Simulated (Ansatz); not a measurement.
Geometry relaxation, with input and output: C$_{2}$H$_{9}$BO

System: C$_{2}$H$_{9}$BO.
Method: RKS PBE-D4/6-31G* (Ansatz 0.2.0).

It belongs to a series of runs on one base structure; here: end point B relaxed. Figures and captions count atoms from 1; the log counts them from 0 in places.

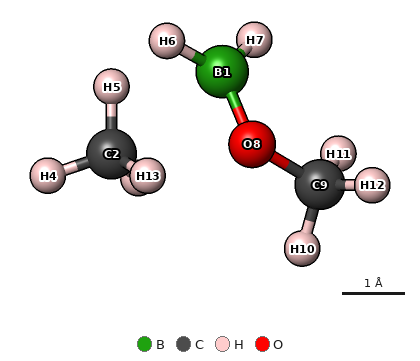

The input geometry (ball-and-stick view, seen at a tilt; atoms are numbered from 1 in the order of the input).

Key numbers:

| quantity | value |
| --- | --- |
| outcome | converged |
| total energy | −4937.9143 eV |
| mean-field energy | −4937.7603 eV |
| largest force (length of the vector) at the end | 0.026 eV/Å |
| hardware | 1 thread of Arm Neoverse V2, 24 GiB of memory available, shared host |
| wall time | 15 s |
| peak memory | 0.12 GiB |

Input:
```yaml
crystal:
  periodic: [false, false, false]
  atoms:
    - { symbol: B, position_ang: [0.014744, -0.331212, -0.432075] }
    - { symbol: C, position_ang: [0.029273, -0.273972, 2.377158] }
    - { symbol: H, position_ang: [-0.90996, -0.60102, 2.852319] }
    - { symbol: H, position_ang: [0.801852, -0.121229, 3.149249] }
    - { symbol: H, position_ang: [-0.143518, 0.680032, 1.854274] }
    - { symbol: H, position_ang: [0.99014, 0.372978, -0.481547] }
    - { symbol: H, position_ang: [-1.120601, 0.091529, -0.44724] }
    - { symbol: O, position_ang: [0.254834, -1.691247, -0.454677] }
    - { symbol: C, position_ang: [-0.830346, -2.622931, -0.454127] }
    - { symbol: H, position_ang: [-0.681516, -3.335465, 0.37775] }
    - { symbol: H, position_ang: [-1.805738, -2.114953, -0.335836] }
    - { symbol: H, position_ang: [-0.821877, -3.184461, -1.406399] }
    - { symbol: H, position_ang: [0.374313, -1.045749, 1.66445] }
basis:
  gaussian: { orbitals: "6-31G*" }
hamiltonian:
  xc: pbe
  dispersion: d4
relax:
  f_tol: 0.03
  max_steps: 50
output:
  orbitals: {}
```

Launched with:
```bash
ansatz run input.yaml --threads 1 --pin off --max-ram 2048MiB --backend cpu --events-out ev --progress --plain --runs-dir out
```

What the program printed:
```
The last accepted step is kept in [file] (removed where the run ends without a failure and the disk answers)
Engine: ansatz 0.2.0, aarch64-unknown-linux-gnu
Functional definition: PBE
  parameter kappa = 0.804
  parameter beta = 0.06672455060314922
  exchange = pbe_x(kappa = kappa, mu = beta*pi^2/3)
  correlation = pbe_c(beta = beta)
1022 factors; their error is unknown
mean field evaluation 1: about -4929.2904 eV, gradient 6.1e1 eV
mean field evaluation 2: about -4915.8236 eV, gradient 9.8e1 eV
mean field evaluation 4: about -4937.6067 eV, gradient 4.9e0 eV
mean field evaluation 8: about -4937.6591 eV, gradient 1.3e-1 eV
mean field evaluation 16: about -4937.5944 eV, gradient 8.0e-5 eV
mean field -4937.59438488 eV, -181.4532468226 hartree, gradient 1.5e-5 eV, S^2 0.000000; 0 other end points of the search recorded, 0 dependent functions left out
the calculation of the forces begins
reference -4937.59440979 eV, -181.4532477382 hartree; 17, 17 occupied and 61, 61 virtual orbitals, 1022 factors
relax step   1: F+E_penalty+E_count = -4937.76828852 eV  Δ(F+E_penalty+E_count) = +0.000e0 eV  max|allowed force component| = 8.655e-1 eV/Å  Δτ_max = 0.0000 Å  (26 SCF iters, accepted)
these checks for a lower state are left out or cut short: starts, cluster_reference, orbital_swaps, neighbouring_geometries, increment
1022 factors; their error is unknown
mean field -4937.71789023 eV, -181.4577855605 hartree, gradient 1.5e-5 eV, S^2 0.000000; 0 other end points of the search recorded, 0 dependent functions left out
the calculation of the forces begins
reference -4937.71791530 eV, -181.4577864819 hartree; 17, 17 occupied and 61, 61 virtual orbitals, 1022 factors
relax step   2: F+E_penalty+E_count = -4937.88180637 eV  Δ(F+E_penalty+E_count) = -1.135e-1 eV  max|allowed force component| = 4.796e-1 eV/Å  Δτ_max = 0.1931 Å  (28 SCF iters, accepted)
these checks for a lower state are left out or cut short: starts, cluster_reference, orbital_swaps, neighbouring_geometries, increment
1022 factors; their error is unknown
mean field evaluation 32: about -4937.7500 eV, gradient 2.5e-5 eV
mean field -4937.75003773 eV, -181.4589669593 hartree, gradient 2.5e-5 eV, S^2 0.000000; 0 other end points of the search recorded, 0 dependent functions left out
the calculation of the forces begins
reference -4937.75006323 eV, -181.4589678964 hartree; 17, 17 occupied and 61, 61 virtual orbitals, 1022 factors
relax step   3: F+E_penalty+E_count = -4937.90712485 eV  Δ(F+E_penalty+E_count) = -2.532e-2 eV  max|allowed force component| = 1.498e-1 eV/Å  Δτ_max = 0.1923 Å  (27 SCF iters, accepted)
these checks for a lower state are left out or cut short: starts, cluster_reference, orbital_swaps, neighbouring_geometries, increment
1022 factors; their error is unknown
mean field -4937.75739506 eV, -181.4592373364 hartree, gradient 2.6e-5 eV, S^2 0.000000; 0 other end points of the search recorded, 0 dependent functions left out
the calculation of the forces begins
reference -4937.75742080 eV, -181.4592382823 hartree; 17, 17 occupied and 61, 61 virtual orbitals, 1022 factors
relax step   4: F+E_penalty+E_count = -4937.91213303 eV  Δ(F+E_penalty+E_count) = -5.008e-3 eV  max|allowed force component| = 1.150e-1 eV/Å  Δτ_max = 0.0670 Å  (26 SCF iters, accepted)
these checks for a lower state are left out or cut short: starts, cluster_reference, orbital_swaps, neighbouring_geometries, increment
1022 factors; their error is unknown
mean field -4937.74523906 eV, -181.4587906117 hartree, gradient 1.0e-5 eV, S^2 0.000000; 0 other end points of the search recorded, 0 dependent functions left out
the calculation of the forces begins
reference -4937.74526493 eV, -181.4587915623 hartree; 17, 17 occupied and 61, 61 virtual orbitals, 1022 factors
relax step   5: F+E_penalty+E_count = -4937.89854766 eV  Δ(F+E_penalty+E_count) = +1.359e-2 eV  max|allowed force component| = 4.215e-1 eV/Å  Δτ_max = 0.0749 Å  (27 SCF iters, rejected (line search))
these checks for a lower state are left out or cut short: starts, cluster_reference, orbital_swaps, neighbouring_geometries, increment
1022 factors; their error is unknown
mean field -4937.76022952 eV, -181.4593415007 hartree, gradient 2.3e-5 eV, S^2 0.000000; 0 other end points of the search recorded, 0 dependent functions left out
the calculation of the forces begins
reference -4937.76025536 eV, -181.4593424503 hartree; 17, 17 occupied and 61, 61 virtual orbitals, 1022 factors
relax step   6: F+E_penalty+E_count = -4937.91424843 eV  Δ(F+E_penalty+E_count) = -2.115e-3 eV  max|allowed force component| = 2.132e-2 eV/Å  Δτ_max = 0.0365 Å  (28 SCF iters, accepted)
1022 factors; their error is unknown
mean field evaluation 64: about -4937.8256 eV, gradient 2.4e-2 eV
```

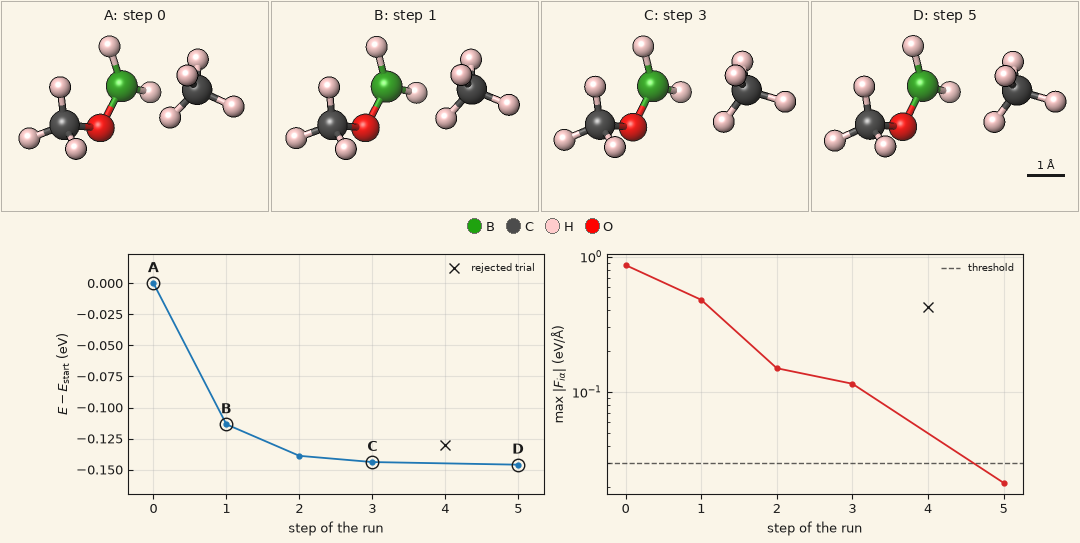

Frames of the relaxation (ball-and-stick view, seen at an oblique angle) above the curves, on which the letters mark them (the first geometry is step 0 here and step 1 in the log).

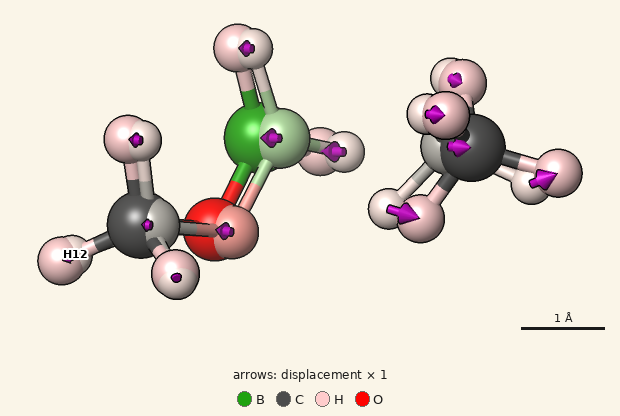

Start (faint) and end (solid) with the displacements as pink arrows, at true length (ball-and-stick view, seen at an oblique angle). The two geometries are laid on each other by the best rigid fit. The energy falls by 0.146 eV in 5 geometry steps. Largest force component: 0.87 eV/Å at the start, 0.021 eV/Å at the end. The line search rejected the trial step at point 4 (counted from 0) and went back. The largest move after the best rigid fit is that of H13, 0.46 Å. By element the largest moves are H 0.46 Å, C 0.32 Å, B 0.30 Å, O 0.25 Å. Among the contacts that change: B1–O8 1.381 → 1.354 Å, C2–H13 1.106 → 1.101 Å. (Atoms are counted from 1 in the order of the input.)

```
mean field -4937.76022952 eV, -181.4593415007 hartree, gradient 2.3e-5 eV, S^2 0.000000; 1 other end points of the search recorded, 0 dependent functions left out
the calculation of the forces begins
reference -4937.76025536 eV, -181.4593424503 hartree; 17, 17 occupied and 61, 61 virtual orbitals, 1022 factors
Total energy: -4937.91427427 eV, -181.4650025409 hartree
Atom 0 at    -0.012398    -0.372587    -0.728870 Å, force    -0.003364     0.004130    -0.007919 eV/Å
Atom 1 at     0.075305    -0.229314     2.692324 Å, force     0.003645    -0.004556     0.000948 eV/Å
Atom 2 at    -0.879549    -0.571231     3.119925 Å, force     0.005384    -0.001330    -0.005059 eV/Å
Atom 3 at     0.762283     0.053959     3.504293 Å, force    -0.004598    -0.006352    -0.006360 eV/Å
Atom 4 at    -0.104779     0.644495     2.047156 Å, force    -0.002330    -0.004162     0.001759 eV/Å
Atom 5 at     0.965554     0.326470    -0.832087 Å, force    -0.009915    -0.013124     0.002164 eV/Å
Atom 6 at    -1.141258     0.067199    -0.662304 Å, force     0.001262    -0.005369     0.000539 eV/Å
Atom 7 at     0.210458    -1.707620    -0.702813 Å, force     0.012178    -0.001768    -0.008601 eV/Å
Atom 8 at    -0.862828    -2.647140    -0.589595 Å, force    -0.007434     0.017074     0.009017 eV/Å
Atom 9 at    -0.697331    -3.260270     0.312600 Å, force    -0.009568     0.009505    -0.012155 eV/Å
Atom 10 at    -1.841666    -2.138346    -0.518836 Å, force     0.020752    -0.014523    -0.003707 eV/Å
Atom 11 at    -0.848460    -3.305842    -1.474841 Å, force    -0.002202     0.011813     0.021321 eV/Å
Atom 12 at     0.526269    -1.037475     2.096348 Å, force    -0.003809     0.008662     0.008053 eV/Å
Dipole moment:    -0.246908    -0.269548     0.041047 e Å
```

Trajectory as extended XYZ (Å, eV, eV/Å), 6 frames, from step=1 to step=6:
```
13
Properties=species:S:1:pos:R:3:forces:R:3 step=1 energy=-4937.76829
B     0.0147   -0.3312   -0.4321    0.1430  -0.8655  -0.3423
C     0.0293   -0.2740    2.3772    0.0620  -0.1098   0.2406
H    -0.9100   -0.6010    2.8523    0.0352   0.0154  -0.0190
H     0.8019   -0.1212    3.1492   -0.0455  -0.0067  -0.0349
H    -0.1435    0.6800    1.8543    0.0015  -0.0151   0.0030
H     0.9901    0.3730   -0.4815    0.0014   0.0014   0.0157
H    -1.1206    0.0915   -0.4472    0.0127  -0.0065   0.0280
O     0.2548   -1.6912   -0.4547   -0.1888   0.7687  -0.2856
C    -0.8303   -2.6229   -0.4541   -0.0126  -0.0409   0.0106
H    -0.6815   -3.3355    0.3777   -0.0187   0.0481  -0.0405
H    -1.8057   -2.1150   -0.3358    0.0346  -0.0214  -0.0116
H    -0.8219   -3.1845   -1.4064    0.0134   0.0309   0.0637
H     0.3743   -1.0457    1.6644   -0.0385   0.2016   0.3725
13
Properties=species:S:1:pos:R:3:forces:R:3 step=2 energy=-4937.88181
B     0.0144   -0.3602   -0.6074    0.0663  -0.4796   0.1880
C     0.0378   -0.2435    2.5305    0.0196   0.0152   0.0004
H    -0.9092   -0.5754    2.9834    0.0345   0.0092   0.0409
H     0.7910   -0.0551    3.3114   -0.0599  -0.0034   0.0233
H    -0.1379    0.6870    1.9652    0.0212  -0.0630   0.0222
H     0.9916    0.3452   -0.6073   -0.0005  -0.0078  -0.1600
H    -1.1200    0.0674   -0.5400    0.0440  -0.0151  -0.0694
O     0.2471   -1.7085   -0.6277   -0.2005   0.4558   0.0083
C    -0.8400   -2.6370   -0.5190    0.0134  -0.0659  -0.1028
H    -0.6475   -3.3126    0.3353    0.0231   0.0817  -0.0738
H    -1.8067   -2.1220   -0.3672    0.0482   0.0057  -0.0205
H    -0.8838   -3.2380   -1.4461    0.0004   0.0182   0.0850
H     0.4147   -1.0250    1.8521   -0.0098   0.0488   0.0584
13
Properties=species:S:1:pos:R:3:forces:R:3 step=3 energy=-4937.90712
B     0.0012   -0.3780   -0.6724    0.0267  -0.0904  -0.0774
C     0.0579   -0.2227    2.6419    0.0729   0.0418  -0.0937
H    -0.8993   -0.5429    3.0805    0.0193   0.0003   0.0285
H     0.7738    0.0350    3.4409   -0.0923  -0.0079  -0.0524
H    -0.1136    0.6624    2.0017    0.0429  -0.1214   0.0938
H     0.9783    0.3286   -0.7321   -0.0316  -0.0229  -0.0330
H    -1.1333    0.0525   -0.6102    0.0533  -0.0107   0.0429
O     0.2300   -1.7160   -0.7066   -0.1498   0.0853   0.1045
C    -0.8529   -2.6485   -0.5788    0.0505  -0.0442  -0.0247
H    -0.6502   -3.3051    0.2869    0.0064   0.0495  -0.0665
H    -1.8196   -2.1342   -0.4287    0.0309   0.0106  -0.0277
H    -0.8988   -3.2672   -1.4928    0.0135   0.0293   0.0543
H     0.4783   -1.0415    2.0328   -0.0428   0.0806   0.0515
13
Properties=species:S:1:pos:R:3:forces:R:3 step=4 energy=-4937.91213
B    -0.0097   -0.3773   -0.7192    0.0360   0.0107   0.0813
C     0.0707   -0.2257    2.6815    0.0701   0.0167  -0.0689
H    -0.8851   -0.5538    3.1169    0.0077  -0.0037   0.0152
H     0.7702    0.0582    3.4855   -0.0671  -0.0099  -0.0503
H    -0.1072    0.6443    2.0251    0.0301  -0.0830   0.0673
H     0.9665    0.3297   -0.7958   -0.0403  -0.0277  -0.0411
H    -1.1432    0.0535   -0.6456    0.0390  -0.0083  -0.0290
O     0.2222   -1.7122   -0.7025   -0.1150   0.0035  -0.0228
C    -0.8596   -2.6469   -0.5913    0.0354  -0.0271   0.0362
H    -0.6848   -3.2764    0.2996   -0.0114   0.0312  -0.0579
H    -1.8337   -2.1325   -0.4938    0.0474  -0.0132  -0.0204
H    -0.8661   -3.2918   -1.4881    0.0106   0.0379   0.0482
H     0.5113   -1.0469    2.0909   -0.0423   0.0729   0.0421
13
Properties=species:S:1:pos:R:3:forces:R:3 step=5 energy=-4937.89855 accepted=F
B    -0.0165   -0.3555   -0.7425   -0.2285  -0.0399   0.0601
C     0.0800   -0.2311    2.6894   -0.1284   0.0350   0.1273
H    -0.8863   -0.5797    3.0910    0.0386   0.0316  -0.0755
H     0.7402    0.0268    3.5313    0.0557  -0.0256  -0.0340
H    -0.0778    0.6633    2.0675   -0.0258  -0.0086  -0.0064
H     0.9717    0.3187   -0.8429    0.1350   0.0293  -0.0546
H    -1.1231    0.1250   -0.6548   -0.1203  -0.0160   0.0090
O     0.1661   -1.6931   -0.7312    0.4215  -0.1138   0.1348
C    -0.8682   -2.6618   -0.5780   -0.0482   0.2087  -0.3020
H    -0.6887   -3.2551    0.3302    0.0670   0.0155   0.1094
H    -1.8576   -2.1810   -0.5256   -0.1440   0.0089   0.0395
H    -0.8238   -3.3295   -1.4531   -0.0812  -0.0828   0.0080
H     0.5355   -1.0248    2.0821    0.0586  -0.0422  -0.0156
13
Properties=species:S:1:pos:R:3:forces:R:3 step=6 energy=-4937.91425
B    -0.0124   -0.3726   -0.7289   -0.0034   0.0041  -0.0079
C     0.0753   -0.2293    2.6923    0.0036  -0.0046   0.0009
H    -0.8795   -0.5712    3.1199    0.0054  -0.0013  -0.0051
H     0.7623    0.0540    3.5043   -0.0046  -0.0064  -0.0064
H    -0.1048    0.6445    2.0472   -0.0023  -0.0042   0.0018
H     0.9656    0.3265   -0.8321   -0.0099  -0.0131   0.0022
H    -1.1413    0.0672   -0.6623    0.0013  -0.0054   0.0005
O     0.2105   -1.7076   -0.7028    0.0122  -0.0018  -0.0086
C    -0.8628   -2.6471   -0.5896   -0.0074   0.0171   0.0090
H    -0.6973   -3.2603    0.3126   -0.0096   0.0095  -0.0122
H    -1.8417   -2.1383   -0.5188    0.0208  -0.0145  -0.0037
H    -0.8485   -3.3058   -1.4748   -0.0022   0.0118   0.0213
H     0.5263   -1.0375    2.0963   -0.0038   0.0087   0.0081
```

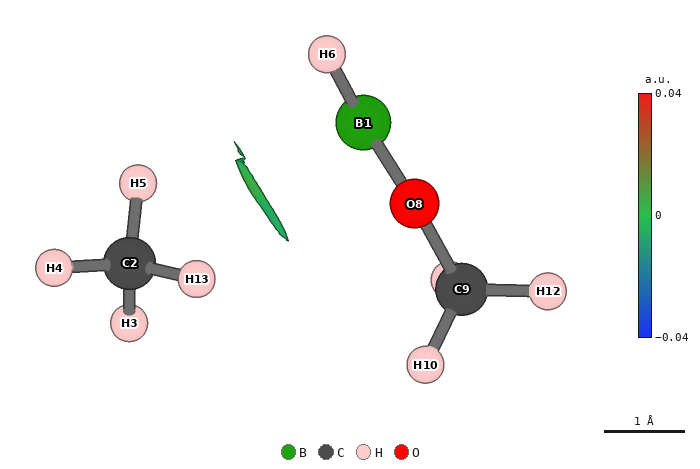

Non-covalent interaction (NCI) plot: the surface where the reduced density gradient is 0.4, for densities under 0.05 a.u., coloured by sign(λ₂)ρ; seen face on. Between H13 and C2 on one side and B1 and O8 on the other: a weak, van der Waals-like contact (green).

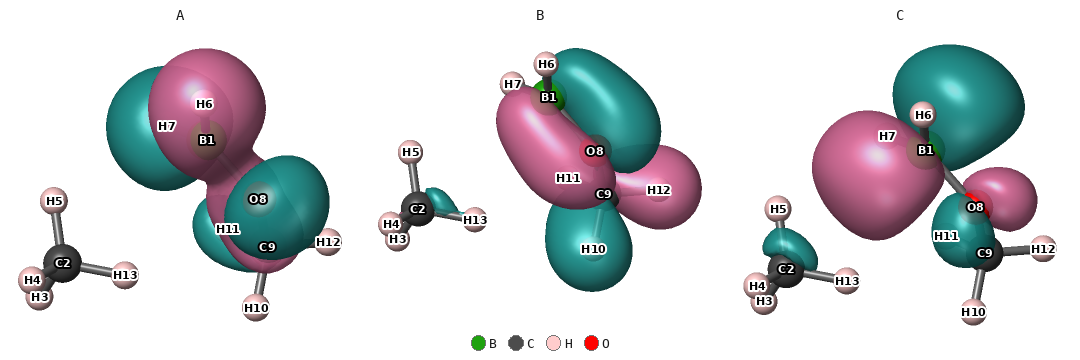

Three frontier orbitals at ±0.1 Å⁻³ᐟ² (teal and pink are the two phases). B is the HOMO−1 (−7.58 eV). By Hirshfeld shares it lies mainly on O8 (50 %), C9 (15 %) and B1 (15 %). A is the HOMO (−6.88 eV). By Hirshfeld shares it lies mainly on O8 (35 %), B1 (25 %), H7 (20 %) and H6 (15 %). C is the LUMO (−0.83 eV). By Hirshfeld shares it lies mainly on B1 (60 %) and O8 (20 %). The HOMO–LUMO gap is 6.05 eV between the orbital energies.

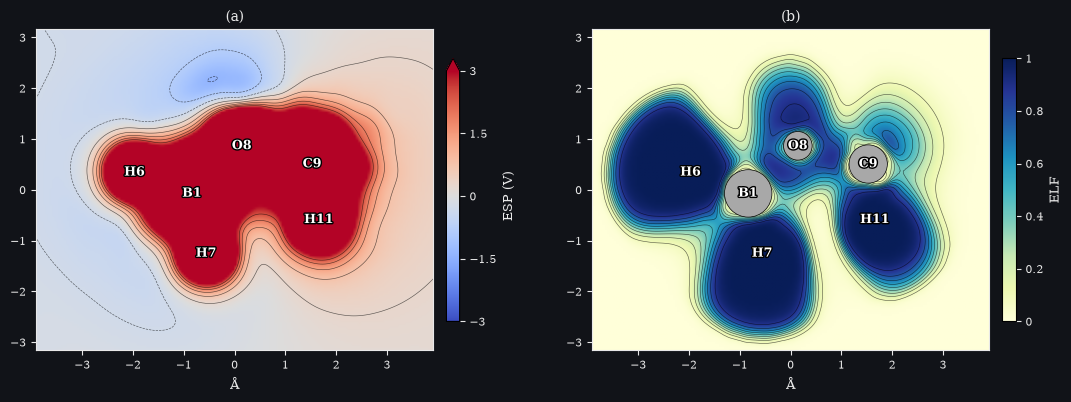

(a) electrostatic potential; (b) ELF on the plane of atoms H7, B1 and O8. Grey discs, where drawn, cover atomic cores. B–O (1.35 Å): the ELF peaks at about 0.90 between the atoms, which marks a polar covalent bond. C–O (1.43 Å): the ELF peaks at about 0.90 between the atoms, which marks a polar covalent bond. B–H (1.21 Å): the ELF climbs to about 1 towards the hydrogen (a covalent bond by its length).
